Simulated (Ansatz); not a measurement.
# Pt wire along [100], 13 atoms a period: bands along the axis

What gap, if any, does the Pt wire along [100], 13 atoms a period have, and how many channels would it open?

Main program and level: Ansatz 0.2.0; DFT PBE, plane waves, PAW; relaxation of a wire's period; PAW set soft_1, in the first sound run; inputs show where later runs differ.

## (1) The structure

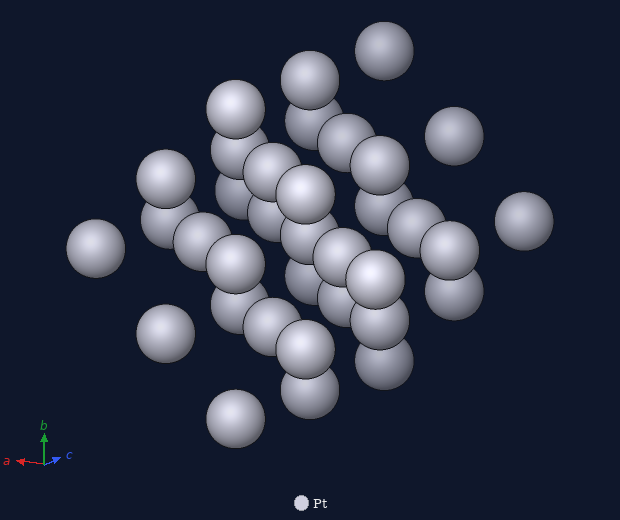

The cell as given, at a slant to the c axis (platinum light grey). 1×1×2 cells are drawn. Some periodic images of atoms are drawn too.

The cell holds 13 atoms: 13 Pt. Cell: a = 14.740 Å, b = 14.740 Å, c = 3.970 Å, α = 90.0°, β = 90.0°, γ = 90.0°. Vacuum lies along a and b. The structure's axis is c.

## (2) Relaxation of atoms and period

Band widths follow the bond lengths, so the wire is relaxed first. The atoms and the third cell vector are free; the box across stays fixed as vacuum. A Fermi-Dirac smearing is set since the result may be a metal. The pressure printed is a third of the stress's trace over the whole box, vacuum included; only the stress along the axis is relaxed.

File input.yaml:

```yaml
crystal:
  lattice:
    - [14.74, 0.0, 0.0]
    - [0.0, 14.74, 0.0]
    - [0.0, 0.0, 3.97]
  atoms:
    - { symbol: Pt, position: [0.230664858, 0.5, 0.0] }
    - { symbol: Pt, position: [0.365332429, 0.365332429, 0.0] }
    - { symbol: Pt, position: [0.365332429, 0.634667571, 0.0] }
    - { symbol: Pt, position: [0.5, 0.230664858, 0.0] }
    - { symbol: Pt, position: [0.5, 0.5, 0.0] }
    - { symbol: Pt, position: [0.5, 0.769335142, 0.0] }
    - { symbol: Pt, position: [0.634667571, 0.365332429, 0.0] }
    - { symbol: Pt, position: [0.634667571, 0.634667571, 0.0] }
    - { symbol: Pt, position: [0.769335142, 0.5, 0.0] }
    - { symbol: Pt, position: [0.365332429, 0.5, 0.5] }
    - { symbol: Pt, position: [0.5, 0.365332429, 0.5] }
    - { symbol: Pt, position: [0.5, 0.634667571, 0.5] }
    - { symbol: Pt, position: [0.634667571, 0.5, 0.5] }
kpoints:
  mp_grid: { grid: [1, 1, 21] }
scf:
  occupations: { method: fermi_dirac, width: 0.05 }
hamiltonian:
  xc: pbe
  pseudopotentials: { kind: paw, azcp: { folder: soft_1 } }
relax:
  cell: { fix: [a, b, alpha, beta, gamma] }
  max_steps: 45
  f_tol: 0.03
```

On the command line:

```sh
ansatz run input.yaml --threads 4 --pin off --max-ram 16384MiB --backend cpu --events-out ev --progress --plain --runs-dir out
```

Numbers of over 12 decimals in the logs are rounded to 6 here.

Log:

```text
Engine: ansatz 0.2.0, x86_64-unknown-linux-gnu
Pseudopotentials: kind: paw
Pseudopotential: Pt, paw, valence charge 18, recommended cutoff 420 eV (normal), soft_1/Pt.paw.azcp
Functional definition: PBE
  parameter kappa = 0.804
  parameter beta = 0.066725
  exchange = pbe_x(kappa = kappa, mu = beta*pi^2/3)
  correlation = pbe_c(beta = beta)
Crystal: 13 atoms, lattice volume = 862.552 Å³
Basis set: ecut = 420 eV, 16921 PW (Γ), exchange–correlation on 200×200×54 points (8 copies of the dense FFT grid, shifted against one another)
Bands: 141, of which v1, the nominal top of the filled ones, is band 117 counted from 1 (116 counted from 0)
Symmetry: 16 space group operations
Space group: P4/mmm (ITA 123), of the structure as read, at distance tolerance 9.5e-5 Å
k-points: 11 of 21
Non-local potential: Pt, projectors of the file, l = 0: 3, l = 1: 2, l = 2: 2, l = 3: 1
PAW form: soft (Blöchl's): semilocal exchange-correlation on the pseudo side does not see the compensation charge
PAW one-centre angular grid: Pt, 590 points (default); XC on 64 Gauss nodes
Initial density: superposition of atomic densities (neutral atoms: chi_scale 0, normalization atom)
Initial wavefunctions: pseudopotential atomic-orbital guess
Functional: x = pbe(κ = 0.804, μ = 0.219515), c = pbe(β = 0.066725)
SCF iter   1: F=—  HF=-162809.490547 eV  |F-HF|=—  |Δ(HF+E_count)|=         —  Δρ=3.85e-2  dr2=1.47e1  ethr=3.10e-3  ⟨swp⟩=7.0  Hψ=5820  notcnv=0  defer=47
preconditioner: auto → LDOS  [metal: Δε(μ)=0.004 eV  Ē_g=5.482 eV  σ=0.050 eV  W_gap=0.02  n_scr=162 (ndim 8)  ℏωp=14.4 eV  f_vac=0.639  D(μ)=39.26/eV (n_scr^D=338)  β→1.0]
SCF iter   2: F=—  HF=-162808.604622 eV  |F-HF|=—  |Δ(HF+E_count)|=   8.86e-1  Δρ=2.86e-2  dr2=1.44e1  ethr=3.10e-3  ⟨swp⟩=3.0  Hψ=3991  notcnv=0  defer=115
SCF iter   3: F=—  HF=-162805.699073 eV  |F-HF|=—  |Δ(HF+E_count)|=    2.91e0  Δρ=9.05e-3  dr2=1.63e0  ethr=3.10e-3  ⟨swp⟩=2.6  Hψ=3171  notcnv=0  defer=122
SCF iter   4: F=—  HF=-162805.620922 eV  |F-HF|=—  |Δ(HF+E_count)|=   7.82e-2  Δρ=3.87e-3  dr2=6.20e-1  ethr=6.96e-4  ⟨swp⟩=2.3  Hψ=2619  notcnv=0  defer=117
SCF iter   5: F=—  HF=-162805.592677 eV  |F-HF|=—  |Δ(HF+E_count)|=   2.82e-2  Δρ=3.03e-3  dr2=1.70e-1  ethr=2.65e-4  ⟨swp⟩=2.0  Hψ=1693  notcnv=0  defer=117
SCF iter   6: F=—  HF=-162805.586637 eV  |F-HF|=—  |Δ(HF+E_count)|=   6.04e-3  Δρ=1.21e-3  dr2=2.19e-2  ethr=7.28e-5  ⟨swp⟩=1.7  Hψ=1464  notcnv=0  defer=117
SCF iter   7: F=—  HF=-162805.586684 eV  |F-HF|=—  |Δ(HF+E_count)|=   4.71e-5  Δρ=8.85e-4  dr2=1.37e-2  ethr=9.37e-6  ⟨swp⟩=2.0  Hψ=2135  notcnv=0  defer=117
SCF iter   8: F=—  HF=-162805.586564 eV  |F-HF|=—  |Δ(HF+E_count)|=   1.20e-4  Δρ=5.56e-4  dr2=5.33e-3  ethr=5.87e-6  ⟨swp⟩=1.3  Hψ=1444  notcnv=0  defer=117
SCF iter   9: F=—  HF=-162805.586282 eV  |F-HF|=—  |Δ(HF+E_count)|=   2.81e-4  Δρ=2.70e-4  dr2=1.43e-3  ethr=2.28e-6  ⟨swp⟩=2.0  Hψ=1469  notcnv=0  defer=117
SCF iter  10: F=—  HF=-162805.586312 eV  |F-HF|=—  |Δ(HF+E_count)|=   3.00e-5  Δρ=8.65e-5  dr2=9.91e-5  ethr=6.13e-7  ⟨swp⟩=2.0  Hψ=1984  notcnv=0  defer=117
SCF iter  11: F=—  HF=-162805.585454 eV  |F-HF|=—  |Δ(HF+E_count)|=   8.58e-4  Δρ=2.40e-5  dr2=9.11e-6  ethr=4.23e-8  ⟨swp⟩=2.0  Hψ=2373  notcnv=0  defer=117
SCF iter  12: F=—  HF=-162805.585457 eV  |F-HF|=—  |Δ(HF+E_count)|=   2.84e-6  Δρ=1.04e-5  dr2=1.50e-6  ethr=3.89e-9  ⟨swp⟩=2.0  Hψ=2186  notcnv=0  defer=117
SCF iter  13: F=—  HF=-162805.585457 eV  |F-HF|=—  |Δ(HF+E_count)|=   2.63e-7  Δρ=4.97e-6  dr2=3.30e-7  ethr=6.39e-10  ⟨swp⟩=2.1  Hψ=2167  notcnv=0  defer=117
SCF iter  14: F=—  HF=-162805.585457 eV  |F-HF|=—  |Δ(HF+E_count)|=   1.63e-7  Δρ=3.12e-6  dr2=1.54e-7  ethr=4.27e-11  ⟨swp⟩=5.0  Hψ=5035  notcnv=0
SCF iter  15: F=-162805.585457 eV  HF=-162805.585457 eV  |F-HF|=2.45e-8  |Δ(HF+E_count)|=   7.19e-9  Δρ=1.66e-6  dr2=4.15e-8  ethr=4.27e-11  ⟨swp⟩=4.0  Hψ=4082  notcnv=0
SCF 1 converged in 15 iterations: F = -162805.585457 eV  dr2 = 4.15e-8
  greatest PAW one-centre occupation: 1.000 electrons in one spin orbital (limit 2), on the Pt atom at site 4 (counted from 0), in its partial waves of l = 0
relax step   1: F+E_penalty+E_count = -162805.58545691 eV  Δ(F+E_penalty+E_count) = +0.000e0 eV  max|allowed force component| = 2.415e0 eV/Å  Δτ_max = 0.0000 Å  P = -3.658 GPa  Ω = 862.552 Å³  fix = [a, b, alpha, beta, gamma]  reactions: a -3.626, b -3.626 GPa  (15 SCF iters, dr2 threshold 1.00e-7 eV, accepted)
Crystal: 13 atoms, lattice volume = 846.079 Å³
Basis set: ecut = 420 eV, 16641 PW (Γ), exchange–correlation on 200×200×54 points (8 copies of the dense FFT grid, shifted against one another)
Initial density: handed on by an earlier stage of this run
Initial wavefunctions: those handed on with the density
iter 1 solved again at ethr=1.78e-3 eV; its pass at ethr=3.10e-3 eV (dr2=4.17e0 eV) is discarded
SCF iter   1: F=—  HF=-162807.699408 eV  |F-HF|=—  |Δ(HF+E_count)|=         —  Δρ=1.63e-2  dr2=4.17e0  ethr=1.78e-3  ⟨swp⟩=2.1  Hψ=7542  notcnv=0
preconditioner: auto → LDOS  [metal: Δε(μ)=0.010 eV  Ē_g=5.860 eV  σ=0.050 eV  W_gap=0.05  n_scr=162 (ndim 8)  ℏωp=14.6 eV  f_vac=0.657  D(μ)=28.25/eV (n_scr^D=222)  β→1.0]
SCF iter   2: F=—  HF=-162807.442077 eV  |F-HF|=—  |Δ(HF+E_count)|=   2.57e-1  Δρ=7.05e-3  dr2=8.36e-1  ethr=1.78e-3  ⟨swp⟩=2.0  Hψ=1898  notcnv=0
SCF iter   3: F=—  HF=-162807.436660 eV  |F-HF|=—  |Δ(HF+E_count)|=   5.42e-3  Δρ=5.68e-3  dr2=4.05e-1  ethr=3.57e-4  ⟨swp⟩=2.5  Hψ=2428  notcnv=0  defer=12
SCF iter   4: F=—  HF=-162807.393109 eV  |F-HF|=—  |Δ(HF+E_count)|=   4.36e-2  Δρ=2.25e-3  dr2=8.08e-2  ethr=1.73e-4  ⟨swp⟩=2.0  Hψ=2357  notcnv=0  defer=112
SCF iter   5: F=—  HF=-162807.388701 eV  |F-HF|=—  |Δ(HF+E_count)|=   4.41e-3  Δρ=7.85e-4  dr2=7.04e-3  ethr=3.45e-5  ⟨swp⟩=1.8  Hψ=1634  notcnv=0  defer=112
SCF iter   6: F=—  HF=-162807.388630 eV  |F-HF|=—  |Δ(HF+E_count)|=   7.08e-5  Δρ=3.40e-4  dr2=2.12e-3  ethr=3.01e-6  ⟨swp⟩=2.0  Hψ=2268  notcnv=0  defer=112
SCF iter   7: F=—  HF=-162807.388582 eV  |F-HF|=—  |Δ(HF+E_count)|=   4.81e-5  Δρ=2.33e-4  dr2=7.37e-4  ethr=9.05e-7  ⟨swp⟩=2.0  Hψ=1551  notcnv=0  defer=112
SCF iter   8: F=—  HF=-162807.387634 eV  |F-HF|=—  |Δ(HF+E_count)|=   9.48e-4  Δρ=1.29e-4  dr2=2.38e-4  ethr=3.15e-7  ⟨swp⟩=1.8  Hψ=1572  notcnv=0  defer=112
SCF iter   9: F=—  HF=-162807.387633 eV  |F-HF|=—  |Δ(HF+E_count)|=   5.44e-7  Δρ=5.91e-5  dr2=8.37e-5  ethr=1.02e-7  ⟨swp⟩=2.0  Hψ=1969  notcnv=0  defer=112
SCF iter  10: F=—  HF=-162807.387636 eV  |F-HF|=—  |Δ(HF+E_count)|=   3.12e-6  Δρ=3.64e-5  dr2=2.50e-5  ethr=3.58e-8  ⟨swp⟩=1.8  Hψ=1820  notcnv=0  defer=112
[...]
SCF iter   7: F=—  HF=-162807.462393 eV  |F-HF|=—  |Δ(HF+E_count)|=   1.12e-6  Δρ=5.10e-5  dr2=4.01e-5  ethr=5.36e-8  ⟨swp⟩=1.3  Hψ=1511  notcnv=0  defer=22
SCF iter   8: F=—  HF=-162807.462406 eV  |F-HF|=—  |Δ(HF+E_count)|=   1.31e-5  Δρ=3.26e-5  dr2=1.84e-5  ethr=1.72e-8  ⟨swp⟩=2.0  Hψ=1753  notcnv=0  defer=22
SCF iter   9: F=—  HF=-162807.462406 eV  |F-HF|=—  |Δ(HF+E_count)|=   6.33e-7  Δρ=1.42e-5  dr2=3.59e-6  ethr=7.87e-9  ⟨swp⟩=1.6  Hψ=1807  notcnv=0  defer=22
SCF iter  10: F=-162807.462407 eV  HF=-162807.462407 eV  |F-HF|=6.69e-8  |Δ(HF+E_count)|=   9.16e-7  Δρ=6.03e-6  dr2=6.99e-7  ethr=5.56e-10  ⟨swp⟩=4.6  Hψ=5029  notcnv=0
SCF 3 converged in 10 iterations: F = -162807.462407 eV  dr2 = 6.99e-7
relax step   3: F+E_penalty+E_count = -162807.46240725 eV  Δ(F+E_penalty+E_count) = -7.477e-2 eV  max|allowed force component| = 1.883e-1 eV/Å  Δτ_max = 0.0828 Å  P = +0.359 GPa  Ω = 857.962 Å³  energy of the carried Pulay correction = +4.578e-4 eV  fix = [a, b, alpha, beta, gamma]  reactions: a +0.214, b +0.214 GPa  (10 SCF iters, dr2 threshold 1.30e-6 eV, accepted)
[...]
relax step   4: F+E_penalty+E_count = -162807.49314178 eV  Δ(F+E_penalty+E_count) = -3.073e-2 eV  max|allowed force component| = 8.597e-2 eV/Å  Δτ_max = 0.0271 Å  P = +0.148 GPa  Ω = 870.476 Å³  energy of the carried Pulay correction = -7.845e-4 eV  fix = [a, b, alpha, beta, gamma]  reactions: a +0.098, b +0.098 GPa  (9 SCF iters, dr2 threshold 1.30e-6 eV, accepted)
[...]
relax step   5: F+E_penalty+E_count = -162807.48607416 eV  Δ(F+E_penalty+E_count) = +7.068e-3 eV  max|allowed force component| = 1.174e-1 eV/Å  Δτ_max = 0.0244 Å  P = -0.336 GPa  Ω = 882.080 Å³  energy of the carried Pulay correction = -1.921e-3 eV  fix = [a, b, alpha, beta, gamma]  (9 SCF iters, dr2 threshold 4.62e-7 eV, rejected (line search))
[...]
relax step   6: F+E_penalty+E_count = -162807.49757479 eV  Δ(F+E_penalty+E_count) = -4.433e-3 eV  max|allowed force component| = 4.103e-3 eV/Å  Δτ_max = 0.0121 Å  P = +0.004 GPa  Ω = 876.278 Å³  energy of the carried Pulay correction = -1.354e-3 eV  fix = [a, b, alpha, beta, gamma]  reactions: a -0.002, b -0.002 GPa  (13 SCF iters, accepted)
Initial wavefunctions: pseudopotential atomic-orbital guess (no wavefunctions were taken with the density)
iter 1 solved again at ethr=1.93e-6 eV; its pass at ethr=3.10e-3 eV (dr2=4.51e-3 eV) is discarded
SCF iter   1: F=—  HF=-162807.468507 eV  |F-HF|=—  |Δ(HF+E_count)|=         —  Δρ=2.83e-4  dr2=4.52e-5  ethr=1.93e-6  ⟨swp⟩=4.5  Hψ=10124  notcnv=0
preconditioner: auto → LDOS  [metal: Δε(μ)=0.021 eV  Ē_g=5.856 eV  σ=0.050 eV  W_gap=0.10  n_scr=178 (ndim 8)  ℏωp=14.3 eV  f_vac=0.667  D(μ)=22.85/eV (n_scr^D=154)  β→1.0]
SCF iter   2: F=—  HF=-162807.500001 eV  |F-HF|=—  |Δ(HF+E_count)|=   3.15e-2  Δρ=5.15e-5  dr2=5.16e-5  ethr=1.93e-8  ⟨swp⟩=4.1  Hψ=3995  notcnv=0
SCF iter   3: F=—  HF=-162807.499966 eV  |F-HF|=—  |Δ(HF+E_count)|=   3.43e-5  Δρ=2.27e-5  dr2=4.88e-6  ethr=1.93e-8  ⟨swp⟩=2.0  Hψ=2037  notcnv=0
SCF iter   4: F=—  HF=-162807.499065 eV  |F-HF|=—  |Δ(HF+E_count)|=   9.02e-4  Δρ=1.18e-5  dr2=2.47e-6  ethr=2.08e-9  ⟨swp⟩=2.8  Hψ=2463  notcnv=0
SCF iter   5: F=—  HF=-162807.499142 eV  |F-HF|=—  |Δ(HF+E_count)|=   7.71e-5  Δρ=4.88e-6  dr2=2.83e-7  ethr=1.06e-9  ⟨swp⟩=3.0  Hψ=2469  notcnv=0
SCF iter   6: F=—  HF=-162807.499144 eV  |F-HF|=—  |Δ(HF+E_count)|=   2.44e-6  Δρ=1.10e-6  dr2=1.64e-8  ethr=1.21e-10  ⟨swp⟩=2.4  Hψ=2327  notcnv=0
SCF iter   7: F=—  HF=-162807.499144 eV  |F-HF|=—  |Δ(HF+E_count)|=   1.46e-7  Δρ=6.07e-7  dr2=6.54e-9  ethr=7.00e-12  ⟨swp⟩=2.3  Hψ=2304  notcnv=0
SCF iter   8: F=—  HF=-162807.499144 eV  |F-HF|=—  |Δ(HF+E_count)|=   1.90e-8  Δρ=2.39e-7  dr2=1.00e-9  ethr=2.80e-12  ⟨swp⟩=2.0  Hψ=2263  notcnv=0
SCF iter   9: F=-162807.499144 eV  HF=-162807.499144 eV  |F-HF|=9.60e-10  |Δ(HF+E_count)|=   2.33e-8  Δρ=8.58e-8  dr2=9.05e-11  ethr=1.00e-12  ⟨swp⟩=4.0  Hψ=5908  notcnv=0
SCF 7 converged in 9 iterations: F = -162807.499144 eV  dr2 = 9.05e-11
relax step   7: F+E_penalty+E_count = -162807.49914432 eV  Δ(F+E_penalty+E_count) = -1.570e-3 eV  max|allowed force component| = 3.842e-3 eV/Å  Δτ_max = 0.0000 Å  P = +0.006 GPa  Ω = 876.278 Å³  fix = [a, b, alpha, beta, gamma]  reactions: a +0.001, b +0.001 GPa  stress off target by 1.65e-2 GPa on what of the cell is left free  SCF on the basis re-selected at this cell (its energy is not comparable with the rows above)  (9 SCF iters)
basis re-selected at this cell: Δ(F+E_penalty+E_count) = -1.570e-3 eV, ΔP = +0.003 GPa vs the last step (what re-selecting the basis moved, of the pressure what is left beyond the Pulay correction that the steps carried, after the strain that the cell walked since its last selection, with what the two solves' SCF thresholds leave and, on support functions, any second-order correction that the steps lacked; it is no m [...]
SCF converged after 9 iterations
Free energy (F): -162807.499144 eV
Harris-Foulkes:  -162807.499144 eV  (|F-HF|=9.60e-10)
Internal energy: -162807.301653 eV  (E = F + TS)
E sigma→0 (E₀):  -162807.400398 eV
Entropy (-TS):   -0.197492 eV (-15.192 meV/atom)
Fermi energy:    1.514676 eV
--- Per-component energies (eV) ---
  E_band       = -6638.779461
  E_kinetic    = 7761.133200
  E_local      = -167528.271811  (includes V_loc(G=0)·N_el)
  E_nonlocal   = 2658.951840
  E_hartree    = 79055.983779
  E_xc         = -3003.621856
  E_vxc        = -3503.632412  (∫ρ·V_xc dr)
  E_paw        = -123296.074798  (= ΣΔE_a)
  E_vpaw       = -4138.943091  (= ΣTr[D̂ρ^β])
  E_aug_tail   = 0.014377  (compensation charges beyond the density's cutoff)
  E_ewald      = 41544.583616
  E_smearing   = -0.197492  (= −TS)
  E_closure    = 0.000000  (closes the sum)
  Σ components = -162807.499144   (vs F -162807.499144, Δ=0.00e0)
--- Forces (eV/Å), atoms counted from 1 ---
  atom   1  Pt    -0.00384223     0.00000000     0.00000000
  atom   2  Pt     0.00351141     0.00351141     0.00000000
  atom   3  Pt     0.00351141    -0.00351141     0.00000000
  atom   4  Pt     0.00000000    -0.00384223     0.00000000
  atom   5  Pt     0.00000000     0.00000000     0.00000000
  atom   6  Pt     0.00000000     0.00384223     0.00000000
  atom   7  Pt    -0.00351141     0.00351141     0.00000000
  atom   8  Pt    -0.00351141    -0.00351141     0.00000000
  atom   9  Pt     0.00384223     0.00000000     0.00000000
  atom  10  Pt    -0.00213472     0.00000000     0.00000000
  atom  11  Pt     0.00000000    -0.00213472     0.00000000
  atom  12  Pt     0.00000000     0.00213472     0.00000000
  atom  13  Pt     0.00213472     0.00000000     0.00000000
  max |Σ_I F_I| component: 8.67e-19 eV/Å
--- Stress (GPa, compression-positive) ---
        0.001361       0.000000       0.000000
        0.000000       0.001361       0.000000
        0.000000       0.000000       0.016487
  P = ⅓ Tr σ = 0.0064 GPa (0.064 kbar)
--- Relaxed structure (6 steps of the walk, 5 accepted, 1 SCFs on fresh bases) ---
  F+E_penalty+E_count = -162807.49914432 eV   max|allowed force component| = 3.842e-3 eV/Å   (the final SCF, on the basis selected at the relaxed cell)
  cell:  # Å, volume = 876.2779 Å³
    - [14.74, 0.0, 0.0]
    - [0.0, 14.74, 0.0]
    - [0.0, 0.0, 4.033173]
  atoms:
    - { symbol: Pt, position: [0.250551, 0.5, 0.0] }
    - { symbol: Pt, position: [0.372210, 0.372210, 0.0] }
    - { symbol: Pt, position: [0.372210, 0.627790, 0.0] }
    - { symbol: Pt, position: [0.5, 0.250551, 0.0] }
    - { symbol: Pt, position: [0.5, 0.5, 0.0] }
    - { symbol: Pt, position: [0.5, 0.749449, 0.0] }
    - { symbol: Pt, position: [0.627790, 0.372210, 0.0] }
    - { symbol: Pt, position: [0.627790, 0.627790, 0.0] }
    - { symbol: Pt, position: [0.749449, 0.5, 0.0] }
    - { symbol: Pt, position: [0.361689, 0.5, 0.5] }
    - { symbol: Pt, position: [0.5, 0.361689, 0.5] }
    - { symbol: Pt, position: [0.5, 0.638311, 0.5] }
    - { symbol: Pt, position: [0.638311, 0.5, 0.5] }
```

Elapsed: 3 min, on 4 threads of Intel Xeon Platinum 8375C at 2.90GHz (Ice Lake), shared host; peak memory 2.8 GiB.

[end of part 1 of 2]

[Logs are printed without paths, hosts, clocks, repeated set-up lines and the standing remarks that a program may print on its own settings, such as how far it seeks lower states.]

[Hosts, paths, dates, database ids (printed as entryN), source tags and the programs' standing remarks are cut or masked in the printed files.]
